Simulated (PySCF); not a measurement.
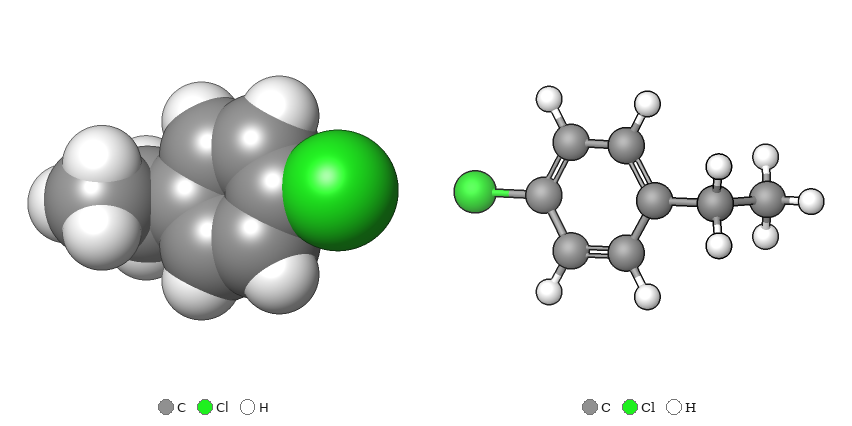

The same structure drawn twice, from different directions.

The computed structure is the end point of a PBE0-D3(BJ)/def2-SVP optimisation. No frequency run is at hand to confirm it as a minimum.

Describe the molecule.

It has 18 atoms: 8 carbon, 9 hydrogen and 1 chlorine (C₈H₉Cl). SMILES: `CCc1ccc(Cl)cc1`. Independent rings (smallest set): 1 of 6 members, 1 of them aromatic. Among its groups: C–Cl bond. This geometry has Cs symmetry. Coordination: 2 C tetrahedral; 6 C trigonal planar.

The parts below concern this one geometry. Atoms keep their numbers from picture to picture.

## Geometry

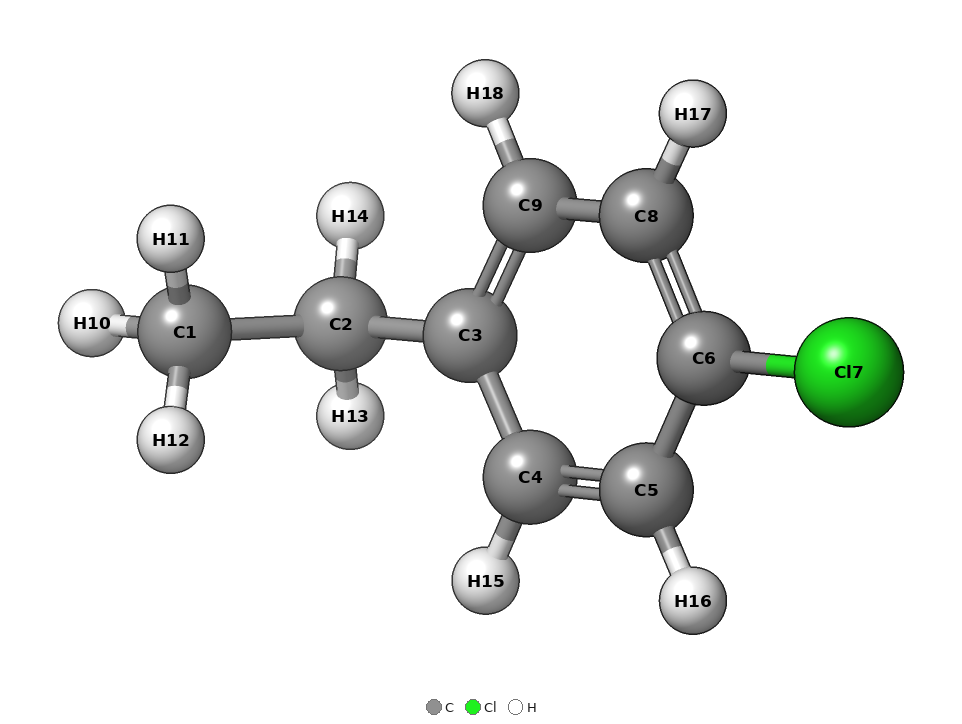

No frequency run is at hand to confirm it as a minimum.

Estimate the angles C1–C2–C3, C2–C1–H10, C2–C3–C4, C3–C2–H13, C3–C4–C5, C3–C4–H15, C4–C3–C9, C4–C5–C6, C4–C5–H16, C5–C4–H15, C5–C6–C8, C6–C5–H16.

| angle | degrees |
| --- | --- |
| C1–C2–C3 | 112.7 |
| C2–C1–H10 | 111.3 |
| C2–C3–C4 | 121.0 |
| C3–C2–H13 | 109.3 |
| C3–C4–C5 | 121.5 |
| C3–C4–H15 | 119.4 |
| C4–C3–C9 | 117.9 |
| C4–C5–C6 | 119.2 |
| C4–C5–H16 | 121.0 |
| C5–C4–H15 | 119.1 |
| C5–C6–C8 | 120.6 |
| C6–C5–H16 | 119.7 |

## Dipole moment

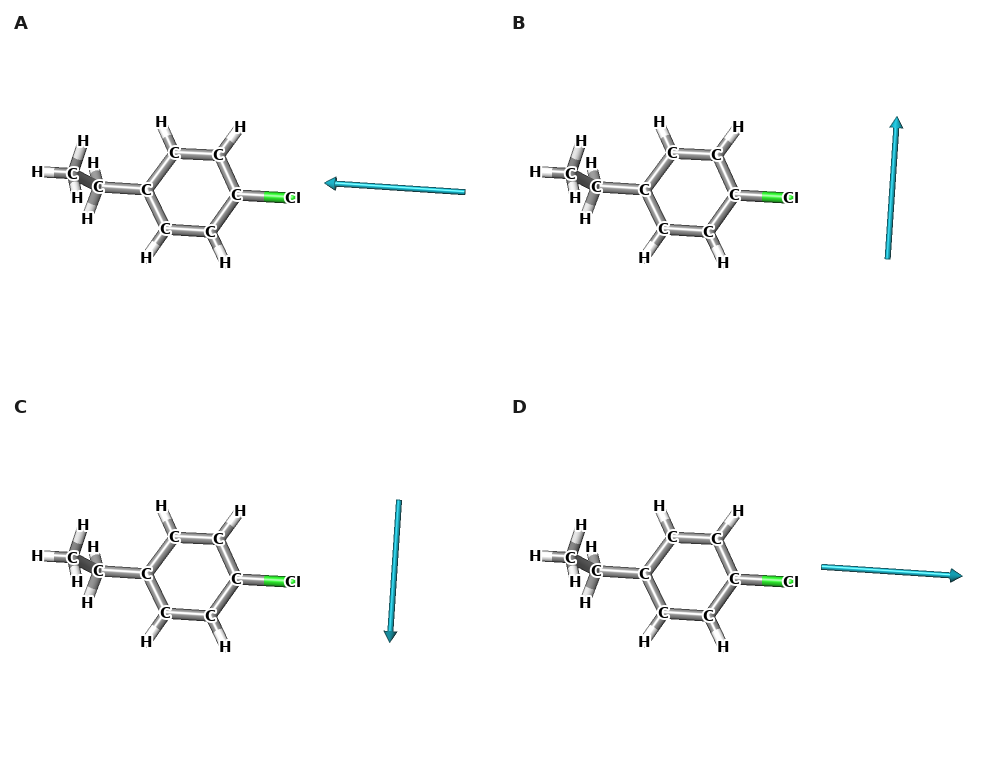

The same molecule four times, each with an arrow. No frequency run is at hand to confirm it as a minimum. Properties computed with CAM-B3LYP/def2-SVPD, gas phase (PySCF 2.14.0).

> Which arrow points along the dipole moment, from the negative to the positive end?

A. The dipole moment is 2.30 D.

## NMR shielding

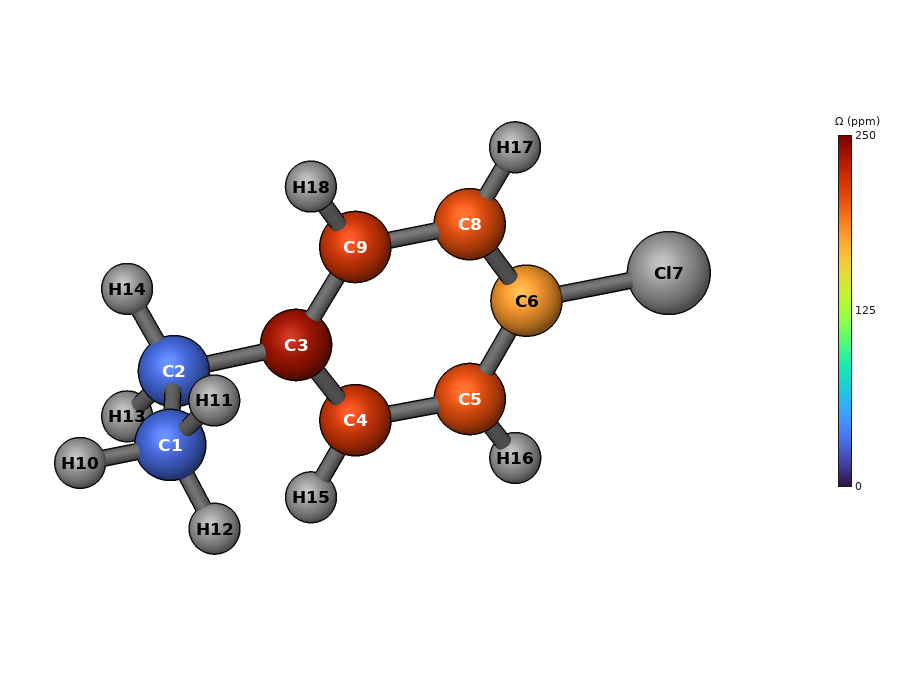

The C atoms are coloured by the span of their shielding tensor. No frequency run is at hand to confirm it as a minimum. Level of theory: GIAO PBE0/pcSseg-1 NMR shielding, non-relativistic, IEF-PCM benzene (PySCF 2.14.0). Principal shieldings σ11 ≤ σ22 ≤ σ33, span Ω = σ33 − σ11, skew κ = 3(σiso − σ22)/Ω.

Give the shielding tensors of the C atoms.

```
  atom    σ11    σ22    σ33   σiso      Ω      κ
    C1  152.5  153.8  184.5  163.6   32.0   0.92
    C2  139.2  144.9  171.9  152.0   32.6   0.65
    C3  −59.9  −10.9  175.2   34.8  235.1   0.58
C4, C9  −53.7   40.4  160.3   49.0  214.0   0.12
C5, C8  −48.7   42.3  155.3   49.6  204.0   0.11
    C6  −55.9   60.5  122.7   42.4  178.5  −0.30
```

Shieldings and span in ppm.

## Bond orders

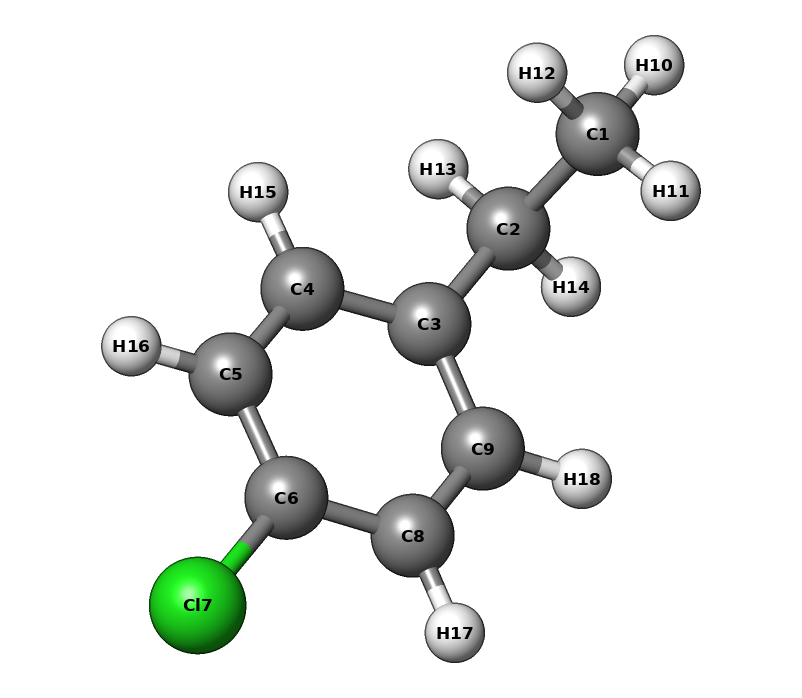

Every bond is drawn as one stick. No frequency run is at hand to confirm it as a minimum. Computed with PBE0/pcSseg-1 in benzene (IEF-PCM) (PySCF 2.14.0).

List the Mayer bond orders of C1–C2, C1–H10, C1–H11, C2–C3, C2–H13, C3–C4, C6–Cl7, C5–C6, C4–C5, C5–H16, C4–H15 (one bond of each equivalent set).

| bond | Mayer order | length (Å) |
| --- | --- | --- |
| C1–C2 | 1.03 | 1.527 |
| C1–H10 | 0.97 | 1.101 |
| C1–H11 | 0.96 | 1.101 |
| C2–C3 | 1.06 | 1.505 |
| C2–H13 | 0.94 | 1.102 |
| C3–C4 | 1.40 | 1.399 |
| C6–Cl7 | 1.06 | 1.734 |
| C5–C6 | 1.35 | 1.393 |
| C4–C5 | 1.44 | 1.392 |
| C5–H16 | 0.96 | 1.091 |
| C4–H15 | 0.97 | 1.094 |

## Electronic properties

No frequency run is at hand to confirm it as a minimum. Level of theory: CAM-B3LYP/def2-SVPD, gas phase (PySCF 2.14.0). Excitations: vertical, linear response.

> Estimate the HOMO–LUMO gap.

8.60 eV.

> Give the lowest vertical singlet excitation at this level.

5.22 eV.

> Give the brightest of the 6 lowest singlets at this level.

6.84 eV.

> Estimate the mean static polarisability.

108.1 bohr³.
